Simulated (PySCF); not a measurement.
**Geometry relaxation of C₄H₁₁BO₄Si (part 2 of 2)**

The same run, continued: C₄H₁₁BO₄Si; PBE0-D3(BJ)/def2-SVP geometry optimisation, gas phase (PySCF 2.14.0). It belongs to a series of runs on one base structure; here: H on C replaced by B(OMe)2.

Trajectory as extended XYZ, continued
```
21
Properties=species:S:1:pos:R:3:forces:R:3 step=8 energy=-21043.21089
C    -3.0514    0.9357   -0.8315   -0.0008  -0.0027   0.0091
O    -1.9247    1.2356   -0.0459    0.0048   0.0098   0.0058
B    -1.1035    0.2788    0.4427    0.0008  -0.0115   0.0097
C     0.1581    0.7766    1.2866   -0.0129  -0.0010  -0.0147
C     1.3321    0.9755    0.3858   -0.0005   0.0087   0.0001
O     1.7353    2.0325   -0.0331    0.0042  -0.0133   0.0056
O     1.9285   -0.1767    0.0201    0.0190   0.0360  -0.0204
Si    3.2425    0.0036   -1.0791   -0.0162  -0.0230   0.0122
O    -1.3924   -1.0229    0.1944    0.0017  -0.0171  -0.0072
C    -0.6529   -2.1098    0.6896   -0.0054   0.0025  -0.0031
H    -3.4592   -0.0603   -0.6015    0.0031   0.0028  -0.0003
H    -2.7899    0.9664   -1.9016   -0.0004  -0.0004  -0.0060
H    -3.8204    1.6987   -0.6422    0.0012   0.0012  -0.0007
H     0.4190    0.0378    2.0584   -0.0027   0.0014   0.0042
H    -0.0844    1.7419    1.7469    0.0012   0.0008   0.0040
H     3.6662   -1.4070   -1.2929    0.0003   0.0026  -0.0019
H     2.7780    0.5993   -2.3588    0.0016   0.0029   0.0007
H     4.3473    0.7822   -0.4623   -0.0008   0.0031   0.0016
H    -0.8701   -2.2829    1.7573    0.0019  -0.0012   0.0022
H    -0.9520   -3.0094    0.1328   -0.0008   0.0002   0.0009
H     0.4297   -1.9590    0.5635    0.0008  -0.0018  -0.0017
21
Properties=species:S:1:pos:R:3:forces:R:3 step=9 energy=-21043.21111
C    -3.0336    0.9230   -0.8500   -0.0022  -0.0027   0.0099
O    -1.9136    1.2242   -0.0554    0.0049  -0.0009   0.0083
B    -1.1018    0.2664    0.4476   -0.0067  -0.0018   0.0073
C     0.1541    0.7642    1.2991   -0.0013  -0.0004  -0.0194
C     1.3254    0.9832    0.3989   -0.0056   0.0081   0.0052
O     1.7336    2.0487    0.0079    0.0002  -0.0062   0.0066
O     1.9125   -0.1623   -0.0010    0.0293   0.0175  -0.0279
Si    3.2291    0.0366   -1.0941   -0.0286  -0.0219   0.0229
O    -1.3939   -1.0359    0.2052    0.0051  -0.0086  -0.0106
C    -0.6534   -2.1206    0.7035   -0.0025   0.0000   0.0031
H    -3.4517   -0.0668   -0.6119    0.0028   0.0017  -0.0011
H    -2.7601    0.9378   -1.9176   -0.0007   0.0000  -0.0043
H    -3.7988    1.6939   -0.6787    0.0018   0.0021  -0.0014
H     0.4228    0.0167    2.0598   -0.0020   0.0029   0.0063
H    -0.0940    1.7210    1.7739    0.0004   0.0006   0.0015
H     3.6398   -1.3711   -1.3485    0.0005   0.0017  -0.0014
H     2.7720    0.6736   -2.3563    0.0030   0.0042  -0.0006
H     4.3397    0.7860   -0.4521    0.0002   0.0045  -0.0017
H    -0.8567   -2.2810    1.7761    0.0013   0.0001  -0.0002
H    -0.9638   -3.0250    0.1610   -0.0008   0.0001   0.0000
H     0.4282   -1.9761    0.5614    0.0008  -0.0011  -0.0026
21
Properties=species:S:1:pos:R:3:forces:R:3 step=10 energy=-21043.21124
C    -3.0240    0.9113   -0.8598   -0.0014  -0.0002   0.0045
O    -1.9076    1.2138   -0.0604    0.0001  -0.0067   0.0074
B    -1.1009    0.2559    0.4507   -0.0062   0.0056   0.0035
C     0.1505    0.7556    1.3068    0.0028  -0.0009  -0.0113
C     1.3198    0.9923    0.4082   -0.0059   0.0118   0.0109
O     1.7322    2.0646    0.0416   -0.0025  -0.0037   0.0036
O     1.8997   -0.1467   -0.0193    0.0225  -0.0061  -0.0247
Si    3.2198    0.0618   -1.1046   -0.0202  -0.0105   0.0182
O    -1.3933   -1.0470    0.2107    0.0073   0.0017  -0.0096
C    -0.6505   -2.1294    0.7101   -0.0009  -0.0037   0.0053
H    -3.4490   -0.0739   -0.6150    0.0000   0.0001  -0.0005
H    -2.7439    0.9143   -1.9258    0.0006  -0.0005  -0.0007
H    -3.7857    1.6882   -0.7008    0.0004   0.0005  -0.0001
H     0.4263    0.0025    2.0595   -0.0002   0.0029   0.0048
H    -0.1032    1.7053    1.7930   -0.0016   0.0008  -0.0015
H     3.6177   -1.3436   -1.3897    0.0007   0.0005  -0.0007
H     2.7735    0.7323   -2.3533    0.0022   0.0038  -0.0011
H     4.3351    0.7864   -0.4424    0.0010   0.0038  -0.0038
H    -0.8400   -2.2798    1.7867    0.0009   0.0011  -0.0016
H    -0.9705   -3.0377    0.1799   -0.0001  -0.0010   0.0000
H     0.4298   -1.9896    0.5530    0.0004   0.0006  -0.0026
21
Properties=species:S:1:pos:R:3:forces:R:3 step=11 energy=-21043.21132
C    -3.0251    0.9041   -0.8583    0.0007   0.0011  -0.0014
O    -1.9093    1.2079   -0.0589   -0.0045  -0.0062   0.0065
B    -1.1011    0.2511    0.4518   -0.0039   0.0041   0.0001
C     0.1485    0.7537    1.3084    0.0057  -0.0012  -0.0011
C     1.3172    0.9985    0.4110   -0.0048   0.0050   0.0053
O     1.7309    2.0736    0.0552   -0.0013   0.0024   0.0022
O     1.8947   -0.1375   -0.0283    0.0057  -0.0154  -0.0092
Si    3.2170    0.0720   -1.1086   -0.0056   0.0015   0.0059
O    -1.3907   -1.0523    0.2104    0.0067   0.0064  -0.0069
C    -0.6448   -2.1331    0.7086    0.0010  -0.0033   0.0044
H    -3.4509   -0.0803   -0.6116   -0.0014  -0.0010   0.0007
H    -2.7443    0.9041   -1.9243    0.0003  -0.0008   0.0019
H    -3.7864    1.6820   -0.7021   -0.0002  -0.0006   0.0008
H     0.4282   -0.0004    2.0588    0.0001   0.0015   0.0020
H    -0.1088    1.7003    1.7987   -0.0011   0.0010  -0.0037
H     3.6086   -1.3328   -1.4048    0.0005   0.0002  -0.0002
H     2.7783    0.7563   -2.3525    0.0005   0.0019  -0.0011
H     4.3345    0.7862   -0.4384    0.0007   0.0020  -0.0030
H    -0.8265   -2.2796    1.7871    0.0010   0.0010  -0.0016
H    -0.9687   -3.0432    0.1839   -0.0001  -0.0003  -0.0001
H     0.4344   -1.9939    0.5432    0.0000   0.0007  -0.0016
```

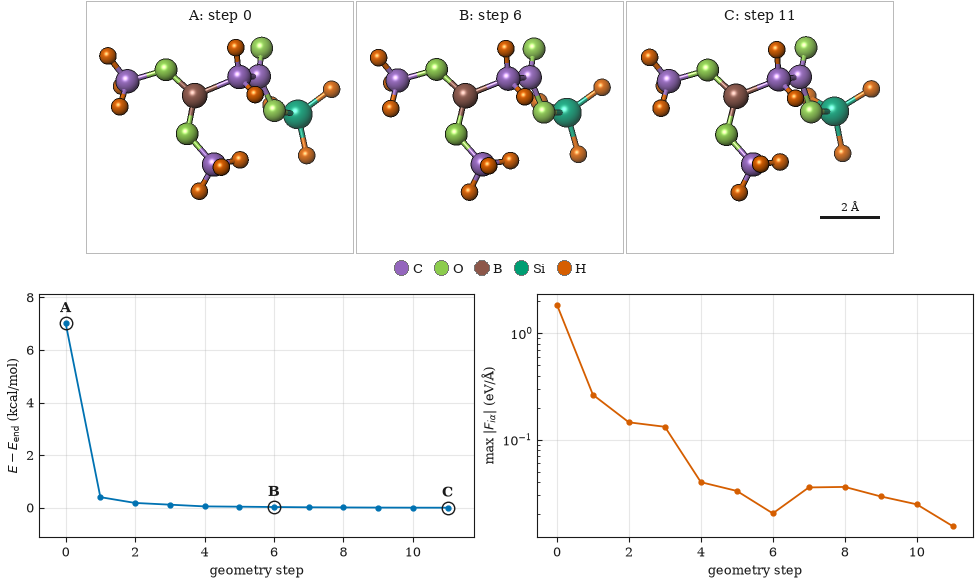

Fig. 1: Frames of the relaxation (ball-and-stick view, seen at a tilt) above the curves, on which the letters mark them (steps are counted from 0).

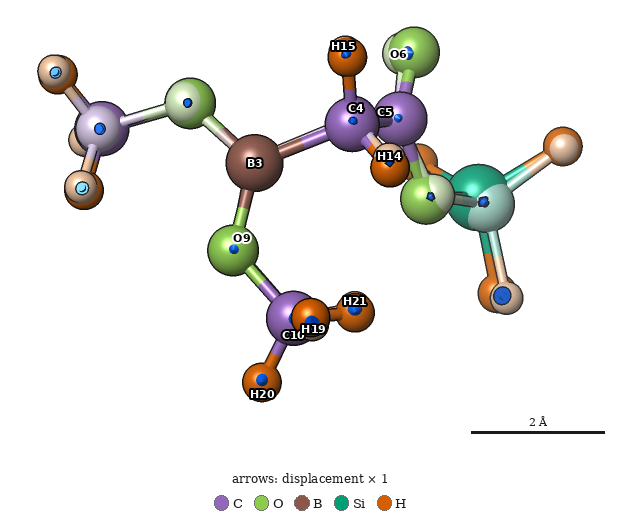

Fig. 2: Start (faint) and end (solid) with the displacements as blue arrows, at true length (ball-and-stick view, seen at a tilt). The two geometries are laid on each other by the best rigid fit. The energy falls by 7.02 kcal/mol in 11 geometry steps. Largest force component: 1.9 eV/Å at the start, 0.015 eV/Å at the end. H16 moves most after the best rigid fit: 0.48 Å. By element the largest moves are H 0.48 Å, C 0.23 Å, O 0.22 Å, Si 0.19 Å, B 0.06 Å. Distances before and after: B3–C4 1.671 → 1.596 Å, O7–Si8 1.670 → 1.720 Å, C1–H13 1.147 → 1.100 Å, Si8–H18 1.444 → 1.486 Å. Among the angles that change: O7–Si8–H16 96.2° → 102.3°, C5–O7–Si8 119.3° → 115.6°, H16–Si8–H17 113.9° → 110.2°. (Atoms are counted from 1 in the order of the input.)

This output came from the following input.

Input file
```
{"job": {"xc": "PBE0", "basis": "def2-SVP", "d3": "d3bj", "grid": 1, "shake": 0.01, "kind": "geom"}, "charge": 0, "multiplicity": 1}
C     -3.104080     0.952760    -0.765320
O     -1.966570     1.261020    -0.022900
B     -1.123880     0.317710     0.391900
C      0.206090     0.856560     1.247240
C      1.339630     0.994070     0.323760
O      1.714480     2.031130    -0.172640
O      1.972460    -0.155330     0.075580
Si     3.289800    -0.157960    -0.951230
O     -1.359690    -0.970610     0.132600
C     -0.589860    -2.082170     0.541310
H     -3.579590     0.030910    -0.444530
H     -2.869180     0.915180    -1.823960
H     -3.853460     1.808380    -0.618830
H      0.410830     0.152260     2.047810
H     -0.063300     1.817810     1.674570
H      3.526450    -1.585790    -0.899330
H      2.884430     0.327780    -2.266470
H      4.334980     0.636850    -0.350520
H     -0.781430    -2.300800     1.588820
H     -0.921870    -2.928930    -0.064420
H      0.462600    -1.898550     0.379570
```

The first line tells a small driver script what to run in PySCF; the rest is the geometry in Å.

Launched with:
```bash
OMP_NUM_THREADS=1 python <driver script> task.json out
```

Key numbers

| quantity | value |
| --- | --- |
| outcome | converged |
| total energy | −773.323759 hartree |
| dipole moment | 2.88 D |
| point group | C1 |
| hardware | 1 CPU thread, shared host |
| wall time | 7.7 min |
| peak memory | 1.1 GiB |
